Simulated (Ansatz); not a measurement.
**WO2Cl2 (WCl₂O₂): single points with varied inputs**

How do the results and run time of WO2Cl2 (WCl₂O₂) respond when the settings are drawn wide?

Program: Ansatz 0.2.0, Gaussian basis. Level of theory: the settings change from run to run. These are calculated values, not measurements.

## 1. The relaxed structure

The structure was relaxed beforehand with r2SCAN-D4/def2-SVP. W takes a core potential in def2 sets; no spin-orbit term is included.

5 atoms, charge 0, spin multiplicity 1.

Atoms are counted from 1 here; the program's logs count them from 0.

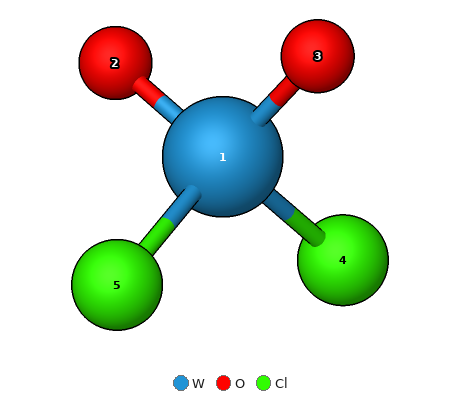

The geometry (tungsten blue, oxygen red, chlorine green); atoms are numbered from 1 in the order of the file.

## 2. SPW92/def2-mTZVP

This run has charge -1, multiplicity 2, atoms shaken by 0.03 Å, a point charge of -1.00 e beside it.

Contents of in.yaml:

```yaml
crystal:
  periodic: [false, false, false]
  atoms:
    - {symbol: W, position_ang: [0.043301, -0.005429, 0.027170]}
    - {symbol: O, position_ang: [0.118256, -0.031810, 1.686856]}
    - {symbol: O, position_ang: [1.704058, 0.047507, -0.502284]}
    - {symbol: Cl, position_ang: [-0.951737, 1.903486, -0.686846]}
    - {symbol: Cl, position_ang: [-0.937880, -1.933333, -0.632895]}
basis:
  gaussian: {orbitals: def2-mTZVP, point_charges: [{charge: -1.00, position_ang: [4.747, -0.053, -0.985]}]}
total_charge: -1
magnetization: {spin_polarized: true, initial_magnetization: 1}
hamiltonian: {xc: {name: SPW92}}
output: {forces: true}
```

On the command line:

```
ansatz run in.yaml --threads 4 --pin off --events-out ev --progress --plain --max-ram 3916MiB
```

The program printed:

```text
Functional definition: SPW92
  name "SPW92"
  cite "Dirac, Proc. Camb. Phil. Soc. 26, 376 (1930) doi:10.1017/S0305004100016108"
  cite "Slater, Phys. Rev. 81, 385 (1951) doi:10.1103/PhysRev.81.385"
  cite "Perdew & Wang, Phys. Rev. B 45, 13244 (1992) doi:10.1103/PhysRevB.45.13244"
  exchange = slater_x
  correlation = pw_c
1104 factors; their error is unknown
mean field evaluation 1: about -30851.4496 eV, gradient 4.7e1 eV
mean field evaluation 2: about -30632.9487 eV, gradient 2.2e2 eV
mean field evaluation 4: about -30854.2307 eV, gradient 3.6e1 eV
mean field evaluation 8: about -30858.9650 eV, gradient 4.5e-1 eV
mean field evaluation 16: about -30858.9452 eV, gradient 1.4e-3 eV
mean field evaluation 32: about -30857.9056 eV, gradient 1.6e0 eV
mean field -30858.94516311 eV, -1134.0453178000 hartree, gradient 1.1e-5 eV, S^2 0.751450; 3 other end points of the search recorded, 0 dependent functions left out
the calculation of the forces begins
reference -30858.94519991 eV, -1134.0453191525 hartree; 33, 32 occupied and 95, 96 virtual orbitals, 1104 factors
Total energy: -30858.94519991 eV, -1134.0453191525 hartree
Atom 0 at     0.043301    -0.005429     0.027170 Å, force     3.484675     0.242238    -3.074261 eV/Å
Atom 1 at     0.118256    -0.031810     1.686856 Å, force    -0.633599    -0.030049     5.291262 eV/Å
Atom 2 at     1.704058     0.047507    -0.502284 Å, force    -0.945233    -0.062338    -0.525076 eV/Å
Atom 3 at    -0.951737     1.903486    -0.686846 Å, force    -1.249799     1.570407    -0.751998 eV/Å
Atom 4 at    -0.937880    -1.933333    -0.632895 Å, force    -1.232514    -1.704457    -0.830201 eV/Å
Dipole moment:     0.254701    -0.009301    -0.128170 e Å
```

Wall time 1.6 s (4 threads of Arm Neoverse V2, shared host).

Largest force 5.329 eV/Å, ⟨S²⟩ 0.751.

## 3. CCSD(T)/def2-mTZVP

Options: atoms shaken by 0.08 Å, correlated electrons set to all, 4 DIIS vectors.

Contents of in.yaml:

```yaml
crystal:
  periodic: [false, false, false]
  atoms:
    - {symbol: W, position_ang: [0.054705, -0.093740, 0.103560]}
    - {symbol: O, position_ang: [0.158226, 0.045992, 1.700848]}
    - {symbol: O, position_ang: [1.672491, 0.011147, -0.531471]}
    - {symbol: Cl, position_ang: [-0.946819, 2.003037, -0.540219]}
    - {symbol: Cl, position_ang: [-1.008902, -1.882428, -0.738113]}
basis:
  gaussian: {orbitals: def2-mTZVP}
hamiltonian: {xc: {name: HF}}
correlation: {method: ccsd_t, electrons: all, diis_vectors: 4}
scf: {omitted_lower_state_checks: [starts]}
```

The command is unchanged.

The program printed (excerpt; [...] marks lines left out):

```text
Functional definition: HF
  name "HF"
  cite "Fock, Z. Phys. 61, 126 (1930) doi:10.1007/BF01340294"
  parent pbe
[...]
1200 factors; integrals over basis functions are off by at most 4.6e-4 eV
[...]
mean field -30892.99119298 eV, -1135.2964863205 hartree, gradient 1.8e-6 eV, S^2 0.000000; 0 other end points of the search recorded, 0 dependent functions left out; unrestricted orbitals would lower it
[...]
reference -30892.99119298 eV, -1135.2964863205 hartree; 32, 32 occupied and 96, 96 virtual orbitals, 1200 factors
second order -31.88771323 eV of doubles, -0.00000000 eV of singles
cycle   1  -28.35081450 eV  change     3.5e0 eV  update   2.8e-1
[...]
cycle  13  -30.21929799 eV  change    4.5e-5 eV  update   3.0e-5
perturbative correction -1.48675981 eV, -0.0546374154 hartree
Total energy: -30924.69725078 eV, -1136.4616624535 hartree
Checks for a lower state left out: starts
```

It took 52 s on 4 threads of Arm Neoverse V2, shared host; peak memory 1.2 GiB.

T1 0.014.

## 4. wB97X/def2-mTZVPP

Contents of in.yaml:

```yaml
crystal:
  periodic: [false, false, false]
  atoms:
    - {symbol: W, position_ang: [0.064417, -0.000189, 0.045012]}
    - {symbol: O, position_ang: [0.125453, -0.014716, 1.747866]}
    - {symbol: O, position_ang: [1.684586, 0.006719, -0.482873]}
    - {symbol: Cl, position_ang: [-0.940518, 1.921111, -0.638721]}
    - {symbol: Cl, position_ang: [-0.933948, -1.912935, -0.671284]}
basis:
  gaussian: {orbitals: def2-mTZVPP}
hamiltonian: {xc: {name: wB97X}}
scf: {omitted_lower_state_checks: [starts]}
output: {forces: true}
```

Same command.

The program printed (excerpt; [...] marks lines left out):

```text
Functional definition: wB97X
  name "wB97X"
  cite "Chai & Head-Gordon, J. Chem. Phys. 128, 084106 (2008) doi:10.1063/1.2834918"
  cite "Becke, J. Chem. Phys. 107, 8554 (1997) doi:10.1063/1.475007"
[...]
  # The coefficients of nought are those of the uniform gas.
[...]
      + exact_x_lr(omega)
[...]
      + integral(e_c_pw_opposite_spin*poly(b97_u_opposite, 1, cos1, cos2, cos3, cos4))
[...]
1188 factors; their error is unknown
328 factors; integrals over basis functions are off by at most 7.3e-6 eV
[...]
mean field -30971.30657489 eV, -1138.1745235218 hartree, gradient 4.4e-5 eV, S^2 0.000000; 0 other end points of the search recorded, 0 dependent functions left out
[...]
reference -30971.30654680 eV, -1138.1745224895 hartree; 32, 32 occupied and 106, 106 virtual orbitals, 1188 factors
Total energy: -30971.30654680 eV, -1138.1745224895 hartree
Atom 0 at     0.064417    -0.000189     0.045012 Å, force     0.846961    -0.004318     0.591911 eV/Å
Atom 1 at     0.125453    -0.014716     1.747866 Å, force    -0.056799     0.006765    -0.749450 eV/Å
Atom 2 at     1.684586     0.006719    -0.482873 Å, force    -0.723472    -0.001986     0.204223 eV/Å
Atom 3 at    -0.940518     1.921111    -0.638721 Å, force    -0.032740    -0.031086    -0.023397 eV/Å
Atom 4 at    -0.933948    -1.912935    -0.671284 Å, force    -0.033949     0.030624    -0.023287 eV/Å
Dipole moment:    -0.295542     0.001343    -0.206551 e Å
Checks for a lower state left out: starts
```

It took 4.8 s on 4 threads of Arm Neoverse V2, shared host.

Largest force 1.033 eV/Å, dipole 1.73 D.

## 5. BHLYP/def2-TZVP

Set apart from the defaults: atoms shaken by 0.08 Å, relativity set to none.

Contents of in.yaml:

```yaml
crystal:
  periodic: [false, false, false]
  atoms:
    - {symbol: W, position_ang: [-0.016779, 0.002396, -0.084538]}
    - {symbol: O, position_ang: [0.006078, 0.056784, 1.859689]}
    - {symbol: O, position_ang: [1.742305, -0.102831, -0.452188]}
    - {symbol: Cl, position_ang: [-0.880628, 1.946175, -0.612256]}
    - {symbol: Cl, position_ang: [-0.887339, -1.940900, -0.650492]}
basis:
  gaussian: {orbitals: def2-TZVP}
hamiltonian: {xc: {name: BHLYP}, pseudopotentials: {relativity: none}}
```

The command is unchanged.

The program printed:

```text
Functional definition: BHLYP
  name "BHLYP"
  cite "Becke, J. Chem. Phys. 98, 1372 (1993) doi:10.1063/1.464304"
  cite "Becke, Phys. Rev. A 38, 3098 (1988) doi:10.1103/PhysRevA.38.3098"
  cite "Lee, Yang & Parr, Phys. Rev. B 37, 785 (1988) doi:10.1103/PhysRevB.37.785"
  parameter a = 0.5
  exchange = (1 - a)*b88_x + a*exact_x
  correlation = lyp_c
1395 factors; their error is unknown
mean field evaluation 1: about -30945.0827 eV, gradient 1.0e2 eV
mean field evaluation 2: about -30632.6430 eV, gradient 3.5e2 eV
mean field evaluation 4: about -30962.3944 eV, gradient 3.8e1 eV
mean field evaluation 8: about -30965.0750 eV, gradient 3.9e-1 eV
mean field evaluation 16: about -30965.2721 eV, gradient 3.8e-4 eV
mean field -30965.27208678 eV, -1137.9527601738 hartree, gradient 7.1e-5 eV, S^2 0.000000; 0 other end points of the search recorded, 0 dependent functions left out
reference -30965.27226372 eV, -1137.9527666763 hartree; 32, 32 occupied and 144, 144 virtual orbitals, 1395 factors
Total energy: -30965.27226372 eV, -1137.9527666763 hartree
```

Wall time 1.7 s (4 threads of Arm Neoverse V2, shared host).

## 6. All runs side by side

```csv
level,charge,multiplicity,geometry,functions,energy (eV),time
SPW92/def2-mTZVP,-1,2,"shaken, point charge",128,-30858.945,1.6 s
CCSD(T)/def2-mTZVP,0,1,shaken,128,-30924.697,52 s
wB97X/def2-mTZVPP,0,1,relaxed,138,-30971.307,4.8 s
BHLYP/def2-TZVP,0,1,shaken,176,-30965.272,1.7 s
```

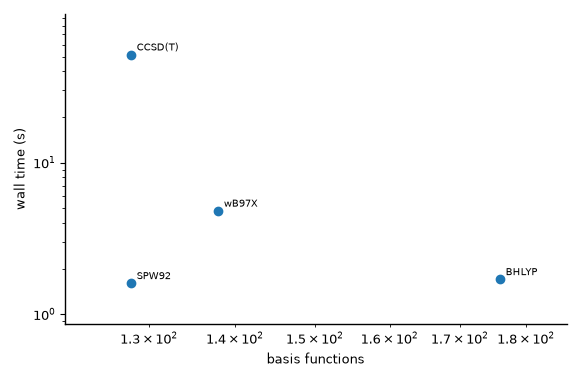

Wall time against the number of basis functions (shared host).

## 7. Summary of results

| quantity | value |
| --- | --- |
| runs | 4 |
| quickest | SPW92/def2-mTZVP, 1.6 s |
| slowest | CCSD(T)/def2-mTZVP, 52 s |

The runs differ in state or geometry as well as level, so their energies can't be set against each other. CCSD(T)/def2-mTZVP took 32 times as long as SPW92/def2-mTZVP. The jobs differ in tasks and options as well as level. At the r2SCAN-D4/def2-SVP geometry and in the same state, the sound runs without point charges leave forces up to 1.03 eV/Å (wB97X/def2-mTZVPP).
